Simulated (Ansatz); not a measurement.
## Mg2CrCu2: relaxing a made-up structure

Starting from a made-up structure for Mg2CrCu2, the aim is the relaxed cell, its shortest contacts and, where a second run follows, its electronic structure.

Program: Ansatz 0.2.0. Level of theory: DFT, PBEsol, plane-wave PAW, files of the set soft_1, scalar-relativistic, ferromagnetic start, cell and ions relaxed at zero pressure; PAW set soft_1, in the first sound run; inputs show where later runs differ. Results are calculated unless marked as measured.

### Step 1. The starting structure

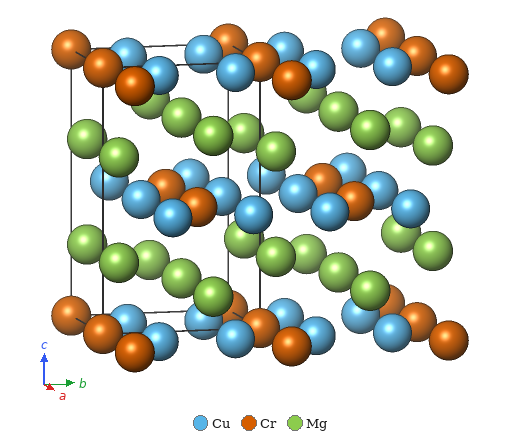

The cell as given, slightly off an axis (copper blue, chromium orange, magnesium green). 2×2×1 cells are drawn. This picture shows the conventional cell, with its axes. Some periodic images of atoms are drawn too.

### Step 2. Relaxing cell and atoms

The guess takes its coordinates from another compound and its volume from a rule, so the cell and any free coordinates are relaxed together.

input.yaml

```yaml
crystal:
  lattice:
    - [-1.9145, 2.421, 4.0215]
    - [1.9145, -2.421, 4.0215]
    - [1.9145, 2.421, -4.0215]
  atoms:
    - { symbol: Cu, position: [0.2573, 0.5, 0.7573], spin: 0.6 }
    - { symbol: Cu, position: [0.7427, 0.5, 0.2427], spin: 0.6 }
    - { symbol: Cr, position: [0.0, 0.0, 0.0], spin: 3.0 }
    - { symbol: Mg, position: [0.698, 0.198, 0.5] }
    - { symbol: Mg, position: [0.302, 0.802, 0.5] }
magnetization:
  spin_polarized: true
kpoints:
  mp_grid: { grid: [9, 9, 9] }
scf:
  occupations: { method: fermi_dirac, width: 0.05 }
hamiltonian:
  xc: pbesol
  pseudopotentials: { kind: paw, azcp: { folder: soft_1 }, xc_functional: pbe }
relax:
  f_tol: 0.015
  max_steps: 70
  cell: {}
output:
  forces: true
  stress: true
```

Started as:

```bash
$ ansatz run input.yaml --threads 4 --pin off --max-ram 8192MiB --backend cpu --events-out ev --progress --plain --runs-dir out
```

Numbers of over 12 decimals in the logs are rounded to 6 here.

The program printed:

```text
Engine: ansatz 0.2.0, x86_64-unknown-linux-gnu
Pseudopotentials: kind: paw
Pseudopotential: Cu, paw, valence charge 19, recommended cutoff 420 eV (normal), soft_1/Cu.paw.azcp
Pseudopotential: Cr, paw, valence charge 14, recommended cutoff 420 eV (normal), soft_1/Cr.paw.azcp
Pseudopotential: Mg, paw, valence charge 10, recommended cutoff 420 eV (normal), soft_1/Mg.paw.azcp
Functional definition: PBEsol
  exchange = pbesol_x
  correlation = pbesol_c
Crystal: 5 atoms, lattice volume = 74.559 Å³
Basis set: ecut = 420 eV, 1471 PW (Γ), exchange–correlation on 72×72×72 points (8 copies of the dense FFT grid, shifted against one another)
Bands: 46, of which v1, the nominal top of the filled ones, is band 36 counted from 1 (35 counted from 0)
Symmetry: 8 space group operations
Space group: Immm (ITA 71), of the structure as read, at distance tolerance 4.2e-5 Å
Magnetic group: BNS 71.533 (UNI 631), of the structure as read, at distance tolerance 4.2e-5 Å
k-points: 125 of 729
Non-local potential: Cu, projectors of the file, l = 0: 3, l = 1: 2, l = 2: 3, l = 3: 1
Non-local potential: Cr, projectors of the file, l = 0: 3, l = 1: 2, l = 2: 3, l = 3: 1
Non-local potential: Mg, projectors of the file, l = 0: 3, l = 1: 2, l = 2: 1
PAW form: soft (Blöchl's): semilocal exchange-correlation on the pseudo side does not see the compensation charge
PAW frozen core: Cu, regenerated for the run's functional, and the local potential with it (the file was generated under x = pbe(κ = 0.804, μ = 0.219515), c = pbe(β = 0.066725))
PAW frozen core: Cr, regenerated for the run's functional, and the local potential with it (the file was generated under x = pbe(κ = 0.804, μ = 0.219515), c = pbe(β = 0.066725))
PAW frozen core: Mg, regenerated for the run's functional, and the local potential with it (the file was generated under x = pbe(κ = 0.804, μ = 0.219515), c = pbe(β = 0.066725))
PAW one-centre angular grid: Cu, 590 points (default); XC on 64 Gauss nodes
PAW one-centre angular grid: Cr, 590 points (default); XC on 64 Gauss nodes
PAW one-centre angular grid: Mg, 110 points (default); XC on 64 Gauss nodes
Initial density: superposition of atomic densities (chi_scale 0.1, normalization cell)
Starting moments: Σ|m| = 4.2 μB on 3 of 5 sites
Initial wavefunctions: pseudopotential atomic-orbital guess
Functional: x = pbesol(κ = 0.804, μ = 0.123457), c = pbesol(β = 0.046)
SCF iter   1: F=—  HF=-20353.487641 eV  |F-HF|=—  |Δ(HF+E_count)|=         —  Δρ=1.32e-1 (↑1.32e-1 ↓1.31e-1)  dr2=3.27e1  dr2_m=2.08e-1  M=2.914 μB ∫|m|=3.025 μB  β_m=0.30  ethr=3.10e-3  ⟨swp⟩=6.3  Hψ=40604  notcnv=0  defer=6
Mixer restart at iter 1: flushing history
preconditioner: auto → Kerker (q_TF=auto, 2.712 Å⁻¹)  [metal: Δε(μ)=0.005 eV  Ē_g=6.899 eV  σ=0.050 eV  W_gap=0.03  n_scr=28 (ndim 8)  ℏωp=24.3 eV  f_vac=0.000  D(μ)=2.90/eV (n_scr^D=24)]
spin=Collinear: Kerker preconditioning applied to the charge; magnetization (m = ρ↑ − ρ↓) channel mixes plain (no charge-response kernel on spin).
SCF iter   2: F=—  HF=-20350.343577 eV  |F-HF|=—  |Δ(HF+E_count)|=    3.14e0  Δρ=3.70e-2 (↑3.32e-2 ↓3.70e-2)  dr2=2.37e0  dr2_m=5.19e-2  M=3.161 μB ∫|m|=3.231 μB  β_m=0.28  ethr=3.10e-3  ⟨swp⟩=3.7  Hψ=28769  notcnv=0  defer=606
SCF iter   3: F=—  HF=-20349.533240 eV  |F-HF|=—  |Δ(HF+E_count)|=   8.10e-1  Δρ=2.45e-2 (↑1.60e-2 ↓2.45e-2)  dr2=9.48e-1  dr2_m=4.95e-2  M=3.149 μB ∫|m|=3.255 μB  β_m=0.40  ethr=3.10e-3  ⟨swp⟩=2.0  Hψ=19045  notcnv=0  defer=628
SCF iter   4: F=—  HF=-20349.309701 eV  |F-HF|=—  |Δ(HF+E_count)|=   2.24e-1  Δρ=1.34e-2 (↑8.49e-3 ↓1.34e-2)  dr2=2.42e-1  dr2_m=2.78e-2  M=3.139 μB ∫|m|=3.344 μB  β_m=0.65  ethr=1.32e-3  ⟨swp⟩=2.2  Hψ=16017  notcnv=0  defer=612
SCF iter   5: F=—  HF=-20349.345739 eV  |F-HF|=—  |Δ(HF+E_count)|=         —  Δρ=1.49e-2 (↑1.49e-2 ↓9.29e-3)  dr2=1.42e-1  dr2_m=6.38e-2  M=3.330 μB ∫|m|=3.672 μB  β_m=0.65  ethr=3.36e-4  ⟨swp⟩=2.0  Hψ=17329  notcnv=0  defer=612
Mixer restart at iter 5: flushing history
SCF iter   6: F=—  HF=-20349.343012 eV  |F-HF|=—  |Δ(HF+E_count)|=   2.73e-3  Δρ=7.35e-3 (↑4.52e-3 ↓7.35e-3)  dr2=5.95e-2  dr2_m=1.84e-3  M=3.273 μB ∫|m|=3.637 μB  β_m=0.61  ethr=1.97e-4  ⟨swp⟩=2.0  Hψ=19059  notcnv=0  defer=664
SCF iter   7: F=—  HF=-20349.339979 eV  |F-HF|=—  |Δ(HF+E_count)|=   3.03e-3  Δρ=8.02e-3 (↑8.00e-3 ↓8.02e-3)  dr2=1.17e-1  dr2_m=4.09e-3  M=3.321 μB ∫|m|=3.690 μB  β_m=0.50  ethr=8.27e-5  ⟨swp⟩=2.0  Hψ=22344  notcnv=0  defer=664
SCF iter   8: F=—  HF=-20349.319635 eV  |F-HF|=—  |Δ(HF+E_count)|=   2.03e-2  Δρ=1.47e-3 (↑1.47e-3 ↓9.90e-4)  dr2=5.25e-3  dr2_m=5.63e-4  M=3.312 μB ∫|m|=3.691 μB  β_m=0.54  ethr=8.27e-5  ⟨swp⟩=2.0  Hψ=18994  notcnv=0  defer=669
SCF iter   9: F=—  HF=-20349.318334 eV  |F-HF|=—  |Δ(HF+E_count)|=   1.30e-3  Δρ=7.25e-4 (↑7.25e-4 ↓6.80e-4)  dr2=1.10e-3  dr2_m=7.12e-5  M=3.307 μB ∫|m|=3.692 μB  β_m=0.77  ethr=7.29e-6  ⟨swp⟩=1.5  Hψ=12229  notcnv=0  defer=669
SCF iter  10: F=—  HF=-20349.318461 eV  |F-HF|=—  |Δ(HF+E_count)|=   1.27e-4  Δρ=1.04e-3 (↑1.04e-3 ↓3.05e-4)  dr2=5.48e-4  dr2_m=2.72e-4  M=3.313 μB ∫|m|=3.698 μB  β_m=0.75  ethr=1.53e-6  ⟨swp⟩=2.0  Hψ=19795  notcnv=0  defer=669
SCF iter  11: F=—  HF=-20349.318410 eV  |F-HF|=—  |Δ(HF+E_count)|=   5.14e-5  Δρ=2.34e-4 (↑2.34e-4 ↓9.58e-5)  dr2=4.80e-5  dr2_m=9.71e-6  M=3.310 μB ∫|m|=3.697 μB  β_m=0.87  ethr=7.61e-7  ⟨swp⟩=2.0  Hψ=16861  notcnv=0  defer=669
SCF iter  12: F=—  HF=-20349.318412 eV  |F-HF|=—  |Δ(HF+E_count)|=   1.95e-6  Δρ=2.65e-5 (↑2.65e-5 ↓2.14e-5)  dr2=3.12e-7  dr2_m=3.00e-7  M=3.309 μB ∫|m|=3.696 μB  β_m=0.85  ethr=6.67e-8  ⟨swp⟩=2.1  Hψ=14715  notcnv=0  defer=669
SCF iter  13: F=—  HF=-20349.318412 eV  |F-HF|=—  |Δ(HF+E_count)|=   8.40e-8  Δρ=9.49e-6 (↑9.49e-6 ↓4.09e-6)  dr2=1.47e-7  dr2_m=8.27e-9  M=3.309 μB ∫|m|=3.696 μB  β_m=0.93  ethr=4.33e-10  ⟨swp⟩=2.0  Hψ=20032  notcnv=0  defer=669
SCF iter  14: F=—  HF=-20349.318412 eV  |F-HF|=—  |Δ(HF+E_count)|=   2.19e-9  Δρ=3.66e-6 (↑3.66e-6 ↓2.67e-6)  dr2=2.73e-8  dr2_m=3.70e-10  M=3.309 μB ∫|m|=3.696 μB  β_m=0.92  ethr=2.04e-10  ⟨swp⟩=2.4  Hψ=18199  notcnv=0  defer=669
SCF iter  15: F=-20349.318412 eV  HF=-20349.318412 eV  |F-HF|=3.86e-9  |Δ(HF+E_count)|=   4.91e-9  Δρ=1.76e-6 (↑1.76e-6 ↓1.51e-6)  dr2=6.23e-9  dr2_m=1.18e-10  M=3.309 μB ∫|m|=3.696 μB  ethr=3.79e-11  ⟨swp⟩=1.1  Hψ=32869  notcnv=0
SCF 1 converged in 15 iterations: F = -20349.318412 eV  dr2 = 6.23e-9
  greatest PAW one-centre occupation: 1.000 electrons in one spin orbital (limit 2), on the Cr atom at site 2 (counted from 0), in its partial waves of l = 0
[...]
SCF 3 converged in 12 iterations: F = -20349.735185 eV  dr2 = 3.17e-8
relax step   3: F+E_penalty+E_count = -20349.73518497 eV  Δ(F+E_penalty+E_count) = -1.426e-1 eV  max|allowed force component| = 2.649e-1 eV/Å  Δτ_max = 0.0168 Å  P = +0.697 GPa  Ω = 79.837 Å³  energy of the carried Pulay correction = -1.575e-3 eV  (12 SCF iters, dr2 threshold 5.00e-7 eV, accepted)
[...]
relax step   4: F+E_penalty+E_count = -20349.75214389 eV  Δ(F+E_penalty+E_count) = -1.696e-2 eV  max|allowed force component| = 1.641e-1 eV/Å  Δτ_max = 0.0436 Å  P = +0.403 GPa  Ω = 79.518 Å³  energy of the carried Pulay correction = -1.483e-3 eV  (10 SCF iters, dr2 threshold 5.00e-7 eV, accepted)
[...]
relax step   5: F+E_penalty+E_count = -20349.75765465 eV  Δ(F+E_penalty+E_count) = -5.511e-3 eV  max|allowed force component| = 1.416e-2 eV/Å  Δτ_max = 0.0183 Å  P = -0.033 GPa  Ω = 79.888 Å³  energy of the carried Pulay correction = -1.590e-3 eV  (8 SCF iters, dr2 threshold 5.00e-7 eV, accepted)
[...]
relax step   6: F+E_penalty+E_count = -20349.75773457 eV  Δ(F+E_penalty+E_count) = -7.992e-5 eV  max|allowed force component| = 4.694e-3 eV/Å  Δτ_max = 0.0026 Å  P = +0.026 GPa  Ω = 79.852 Å³  energy of the carried Pulay correction = -1.580e-3 eV  (9 SCF iters, dr2 threshold 2.94e-8 eV, accepted)
[...]
relax step   7: F+E_penalty+E_count = -20349.75774165 eV  Δ(F+E_penalty+E_count) = -7.087e-6 eV  max|allowed force component| = 2.368e-4 eV/Å  Δτ_max = 0.0007 Å  P = -0.002 GPa  Ω = 79.876 Å³  energy of the carried Pulay correction = -1.587e-3 eV  (7 SCF iters, dr2 threshold 1.09e-8 eV, accepted)
[...]
relax step   8: F+E_penalty+E_count = -20349.76132248 eV  Δ(F+E_penalty+E_count) = -3.581e-3 eV  max|allowed force component| = 1.051e-3 eV/Å  Δτ_max = 0.0000 Å  P = +0.075 GPa  Ω = 79.876 Å³  stress off target by 1.51e-1 GPa  SCF on the basis re-selected at this cell (its energy is not comparable with the rows above)  (12 SCF iters)
[...]
relax step   9: F+E_penalty+E_count = -20349.76135836 eV  Δ(F+E_penalty+E_count) = -3.588e-5 eV  max|allowed force component| = 2.022e-4 eV/Å  Δτ_max = 0.0003 Å  P = -0.001 GPa  Ω = 79.933 Å³  energy of the carried Pulay correction = -1.637e-5 eV  (7 SCF iters, dr2 threshold 5.69e-8 eV, accepted)
iter 1 solved again at ethr=3.51e-8 eV; its pass at ethr=3.10e-3 eV (dr2=2.53e-5 eV) is discarded
SCF iter   1: F=—  HF=-20349.761366 eV  |F-HF|=—  |Δ(HF+E_count)|=         —  Δρ=5.49e-5 (↑4.09e-5 ↓5.49e-5)  dr2=1.56e-7  dr2_m=3.96e-8  M=3.751 μB ∫|m|=4.128 μB  β_m=0.65  ethr=3.51e-8  ⟨swp⟩=3.9  Hψ=72301  notcnv=0
preconditioner: auto → Kerker (q_TF=auto, 2.287 Å⁻¹)  [metal: Δε(μ)=0.009 eV  Ē_g=7.256 eV  σ=0.050 eV  W_gap=0.04  n_scr=14 (ndim 8)  ℏωp=23.5 eV  f_vac=0.000  D(μ)=2.61/eV (n_scr^D=14)]
spin=Collinear: Kerker preconditioning applied to the charge; magnetization (m = ρ↑ − ρ↓) channel mixes plain (no charge-response kernel on spin).
SCF iter   2: F=—  HF=-20349.761373 eV  |F-HF|=—  |Δ(HF+E_count)|=   7.25e-6  Δρ=1.98e-5 (↑1.48e-5 ↓1.98e-5)  dr2=3.00e-8  dr2_m=4.66e-9  M=3.751 μB ∫|m|=4.128 μB  β_m=0.62  ethr=2.17e-10  ⟨swp⟩=2.0  Hψ=16199  notcnv=0
SCF iter   3: F=—  HF=-20349.761373 eV  |F-HF|=—  |Δ(HF+E_count)|=   6.13e-7  Δρ=7.37e-6 (↑6.41e-6 ↓7.37e-6)  dr2=7.19e-8  dr2_m=8.67e-10  M=3.751 μB ∫|m|=4.128 μB  β_m=0.44  ethr=4.16e-11  ⟨swp⟩=2.0  Hψ=20507  notcnv=0  recentre
SCF iter   4: F=—  HF=-20349.761373 eV  |F-HF|=—  |Δ(HF+E_count)|=  2.22e-10  Δρ=4.87e-7 (↑4.42e-7 ↓4.87e-7)  dr2=1.16e-10  dr2_m=1.46e-11  M=3.751 μB ∫|m|=4.128 μB  β_m=0.46  ethr=4.16e-11  ⟨swp⟩=2.0  Hψ=19151  notcnv=0
SCF iter   5: F=—  HF=-20349.761373 eV  |F-HF|=—  |Δ(HF+E_count)|=   2.98e-9  Δρ=1.79e-7 (↑1.79e-7 ↓1.74e-7)  dr2=9.44e-11  dr2_m=6.49e-12  M=3.751 μB ∫|m|=4.128 μB  β_m=0.73  ethr=1.00e-12  ⟨swp⟩=1.4  Hψ=11620  notcnv=0
SCF iter   6: F=—  HF=-20349.761373 eV  |F-HF|=—  |Δ(HF+E_count)|=  2.00e-10  Δρ=8.49e-8 (↑8.47e-8 ↓8.49e-8)  dr2=2.45e-11  dr2_m=2.02e-12  M=3.751 μB ∫|m|=4.128 μB  β_m=0.86  ethr=1.00e-12  ⟨swp⟩=1.8  Hψ=12286  notcnv=0
SCF iter   7: F=-20349.761373 eV  HF=-20349.761373 eV  |F-HF|=4.37e-11  |Δ(HF+E_count)|=  7.28e-12  Δρ=1.21e-7 (↑1.21e-7 ↓6.74e-8)  dr2=4.82e-11  dr2_m=9.62e-13  M=3.751 μB ∫|m|=4.128 μB  ethr=1.00e-12  ⟨swp⟩=2.2  Hψ=31322  notcnv=0
SCF 10 converged in 7 iterations: F = -20349.761373 eV  dr2 = 4.82e-11
relax step  10: F+E_penalty+E_count = -20349.76137341 eV  Δ(F+E_penalty+E_count) = -1.505e-5 eV  max|allowed force component| = 2.151e-4 eV/Å  Δτ_max = 0.0000 Å  P = -0.002 GPa  Ω = 79.933 Å³  stress off target by 5.53e-3 GPa  SCF on the basis re-selected at this cell (its energy is not comparable with the rows above)  (7 SCF iters)
basis re-selected at this cell: Δ(F+E_penalty+E_count) = -1.505e-5 eV, ΔP = -0.000 GPa vs the last step (what re-selecting the basis moved, of the pressure what is left beyond the Pulay correction that the steps carried, after the strain that the cell walked since its last selection, with what the two solves' SCF thresholds leave and, on support functions, any second-order correction that the steps lacked; it is no m [...]
SCF converged after 7 iterations
Magnetization: 3.7511 μB (37.8756 up, 34.1244 down)
Absolute magnetization: 4.1337 μB (∫|ρ↑−ρ↓|, with the PAW one-centre terms)
Spin contamination: 0.2189 ħ² per cell (⟨S²⟩ above its minimum at these occupations)
Per-site moments (μB) at R_I (Å): [(0.079100, 0.974891), (0.079100, 0.974891), (3.130664, 1.025580), (-0.017124, 1.097342), (-0.017124, 1.097342)]
Free energy (F): -20349.761373 eV
Harris-Foulkes:  -20349.761373 eV  (|F-HF|=4.37e-11)
Internal energy: -20349.739900 eV  (E = F + TS)
E sigma→0 (E₀):  -20349.750637 eV
Entropy (-TS):   -0.021473 eV (-4.295 meV/atom)
Fermi energy:    10.649216 eV
--- Per-component energies (eV) ---
  E_band       = -1819.960222
  E_kinetic    = 969.213956
  E_local      = -15794.895878  (includes V_loc(G=0)·N_el)
  E_nonlocal   = 2220.966915
  E_hartree    = 6509.018567
  E_xc         = -303.443816
  E_vxc        = -391.144447  (∫ρ·V_xc dr)
  E_paw        = -5332.877961  (= ΣΔE_a)
  E_vpaw       = -1842.140387  (= ΣTr[D̂ρ^β])
  E_aug_tail   = 0.002606  (compensation charges beyond the density's cutoff)
  E_ewald      = -8618.414419
  E_core_change = 0.690130  (= ΣΔE_core)
  E_smearing   = -0.021473  (= −TS)
  E_closure    = 0.000000  (closes the sum)
  Σ components = -20349.761373   (vs F -20349.761373, Δ=0.00e0)
--- Forces (eV/Å), atoms counted from 1 ---
  atom   1  Cu     0.00000000     0.00021512     0.00000000
  atom   2  Cu     0.00000000    -0.00021512     0.00000000
  atom   3  Cr     0.00000000     0.00000000     0.00000000
  atom   4  Mg     0.00000000     0.00000000    -0.00020608
  atom   5  Mg     0.00000000     0.00000000     0.00020608
  max |Σ_I F_I| component: 2.71e-20 eV/Å
--- Stress (GPa, compression-positive) ---
        0.003590       0.000000       0.000000
        0.000000      -0.005528       0.000000
        0.000000       0.000000      -0.002836
  P = ⅓ Tr σ = -0.0016 GPa (-0.016 kbar)
--- Relaxed structure (8 steps of the walk, 8 accepted, 2 SCFs on fresh bases) ---
  F+E_penalty+E_count = -20349.76137341 eV   max|allowed force component| = 2.151e-4 eV/Å   (the final SCF, on the basis selected at the relaxed cell)
  cell:  # Å, volume = 79.9333 Å³
    - [-2.067861, 2.562055, 3.771883]
    - [2.067861, -2.562055, 3.771883]
    - [2.067861, 2.562055, -3.771883]
  atoms:
    - { symbol: Cu, position: [0.269387, 0.5, 0.769387] }
    - { symbol: Cu, position: [0.730613, 0.500000, 0.230613] }
    - { symbol: Cr, position: [0, 0, 0] }
    - { symbol: Mg, position: [0.698551, 0.198551, 0.500000] }
    - { symbol: Mg, position: [0.301449, 0.801449, 0.5] }
```

The job ended after 95 s (4 threads of Intel Xeon at 2.60GHz (Ice Lake), shared host; peak memory 0.93 GiB; 6.1 min of CPU time).

The steps of the relaxation:

```
step  energy less that of the first step (eV)  largest force component (eV/Å)  pressure (GPa)  volume (Å³)
   1                                   0.0000                          0.9997            9.56        74.56
   2                                  -0.2741                          0.6203            4.12        77.87
   3                                  -0.4168                          0.2649            0.70        79.84
   4                                  -0.4337                          0.1641            0.40        79.52
   5                                  -0.4392                          0.0142           -0.03        79.89
   6                                  -0.4393                          0.0047            0.03        79.85
   7                                  -0.4393                          0.0002            0.00        79.88
  8*                                  -0.4429                          0.0011            0.07        79.88
   9                                  -0.4429                          0.0002            0.00        79.93
 10*                                  -0.4430                          0.0002            0.00        79.93
```

Relaxation steps marked * repeat the geometry before them on a plane-wave basis chosen anew for their cell, so energy and pressure can jump there.

Forces are held to the 8 operations that the run works with; a distortion that breaks them can't arise in this run.

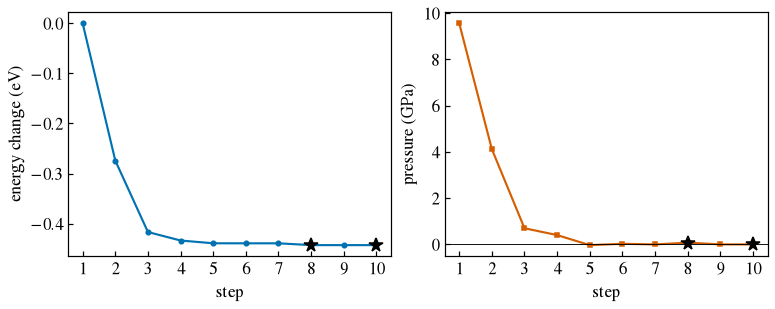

Energy and pressure along the relaxation. Stars mark steps on a basis chosen anew.

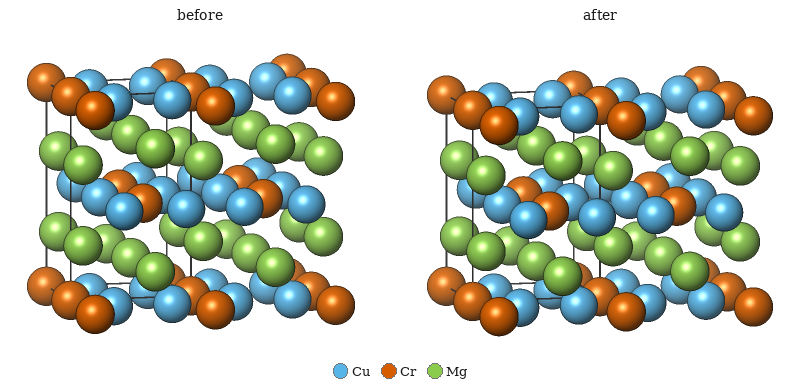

The structure before and after the relaxation, drawn at the same scale.

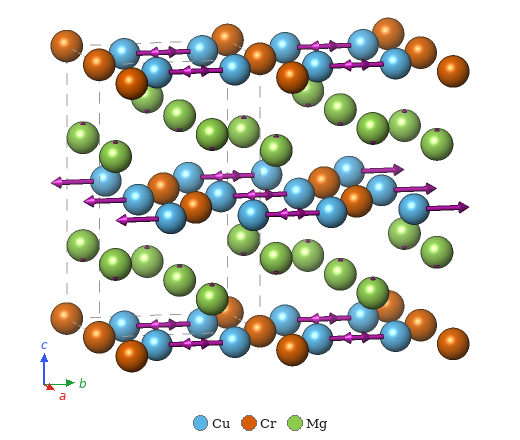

Displacements in the relaxation, exaggerated, measured against the changing cell; the longest in the cell stands for 0.06 Å. 2×2×1 conventional cells are drawn. Some periodic images of atoms are drawn too.

```
conventional cell, symmetrised  before  after  change
                         a (Å)   3.829  4.136  +8.0 %
                         b (Å)   4.842  5.124  +5.8 %
                         c (Å)   8.043  7.544  -6.2 %
              volume (Å³/atom)   14.91  15.99  +7.2 %
```

The atoms that moved most (Å, as changes of fractional coordinates times the final cell):

```
atom     dx      dy     dz  length
 Cu1  0.000   0.062  0.000   0.062
 Cu2  0.000  -0.062  0.000   0.062
```

Final coordinates:

```cif
data_structure
_symmetry_space_group_name_H-M 'P 1'
_symmetry_Int_Tables_number 1
_cell_length_a 5.0067
_cell_length_b 5.0067
_cell_length_c 5.0067
_cell_angle_alpha 131.211
_cell_angle_beta 118.443
_cell_angle_gamma 82.235
_cell_volume 79.93
loop_
_atom_site_label
_atom_site_type_symbol
_atom_site_fract_x
_atom_site_fract_y
_atom_site_fract_z
_atom_site_occupancy
Cu1 Cu 0.26939 0.50000 0.76939 1
Cu2 Cu 0.73061 0.50000 0.23061 1
Cr3 Cr 0.00000 0.00000 0.00000 1
Mg4 Mg 0.69855 0.19855 0.50000 1
Mg5 Mg 0.30145 0.80145 0.50000 1
```

Numbers from this step:

```yaml
free_energy: -20349.7614 eV
energy_at_zero_smearing: -20349.7506 eV
smearing_term_ts: 0.02147 eV
fermi_energy: 10.65 eV
magnetization: 3.751 μB
absolute_magnetization: 4.134 μB
site_moments: 0.07910, 0.07910, 3.131, -0.01712, -0.01712 μB
electrons: 72
symmetry_operations: 8
pressure: -0.001591 GPa
```

Site moment by atom:

```
atom  site moment (μB)
 Cu1              0.08
 Cu2              0.08
 Cr3              3.13
 Mg4             -0.02
 Mg5             -0.02
```

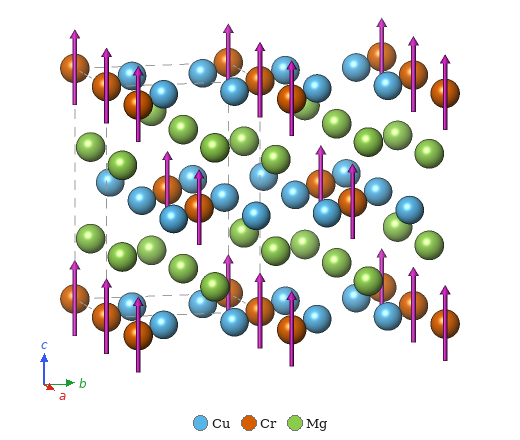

Site moment as arrows, the longest 3.13 μB. Up and down stand for the sign. Arrows give size and sign along the axis of quantisation, drawn up and down the page. 2×2×1 conventional cells are drawn. Some periodic images of atoms are drawn too.

The shortest distance of each pair, which need not be the same contact before and after:

```
 pair  guess (Å)  relaxed (Å)
Cu–Cu      2.350        2.363
Cr–Cu      2.284        2.486
Cu–Mg      2.730        2.660
Cr–Mg      2.898        2.968
Mg–Mg      3.185        2.996
```

The relaxation ends with a largest force component of 2.1e-4 eV/Å and a pressure of 0.00 GPa.

[end of part 1 of 2]

[Logs are printed without paths, hosts, clocks, repeated set-up lines and the standing remarks that a program may print on its own settings, such as how far it seeks lower states.]

[Hosts, paths, dates, database ids (printed as entryN), source tags and the programs' standing remarks are cut or masked in the printed files.]
